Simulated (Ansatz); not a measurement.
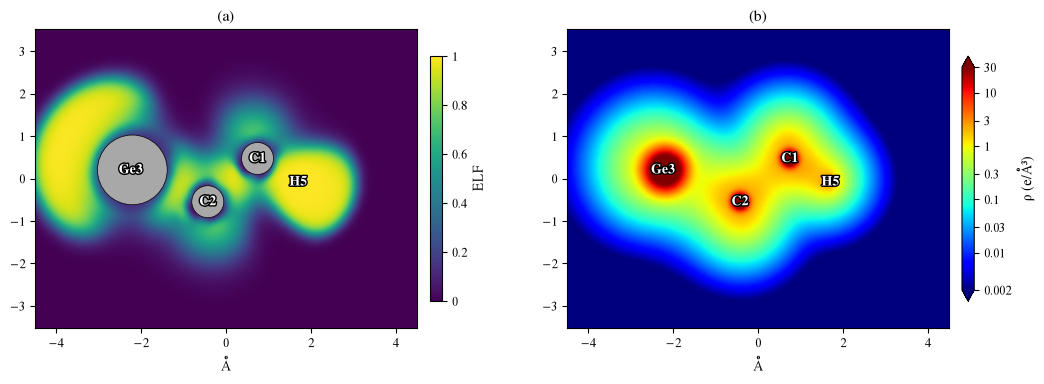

Figure 1: C₂H₅Ge (charge +1). (a) electron localisation function; (b) total electron density on the plane of atoms C2, C1 and H5. Grey discs cover the atomic cores in the ELF map.

Geometry: B3LYP-D3(BJ)/def2-SVP.

Computed with isolated molecule in a Gaussian basis; Kohn-Sham density functional theory, functional PBE0 (Ansatz 0.2.0).

The calculation's input:

```
crystal:
  periodic: [false, false, false]
  atoms:
    - {symbol: C, position_ang: [1.503778, -1.455906, -0.972855]}
    - {symbol: C, position_ang: [1.208791, 0.049893, -1.207471]}
    - {symbol: Ge, position_ang: [2.605189, 1.278429, -0.698842]}
    - {symbol: H, position_ang: [2.374099, -1.800615, -1.550049]}
    - {symbol: H, position_ang: [0.633661, -2.042201, -1.302408]}
    - {symbol: H, position_ang: [1.673320, -1.682412, 0.089874]}
    - {symbol: H, position_ang: [0.298544, 0.377737, -0.656697]}
    - {symbol: H, position_ang: [0.992061, 0.260873, -2.278866]}
basis:
  gaussian:
    orbitals: def2-TZVPD
output: {forces: true, orbitals: {seedname: orbitals}}
total_charge: 1
hamiltonian:
  xc: {name: PBE0}
```

Run with:

```sh
ansatz run input.yaml --threads 1 --pin off --max-ram 2610MiB --events-out events.jsonl --progress --plain --runs-dir runs
```

### Describe what can be read from this map.

- The plane passes through C, Ge and H nuclei.
- C–C (1.55 Å): the density is about 1.5 e/Å³ at the midpoint; the ELF peaks at about 0.95 between the atoms: localised, covalent bonding.
- C–Ge (1.93 Å): the density is about 0.96 e/Å³ at the midpoint; the ELF peaks at about 0.90 between the atoms, as expected for a covalent bond.
- C–H (1.10 Å): the density is about 2 e/Å³ at the midpoint; the ELF climbs to about 1 towards the hydrogen, as it does in any bond to H: an ordinary covalent bond to hydrogen.
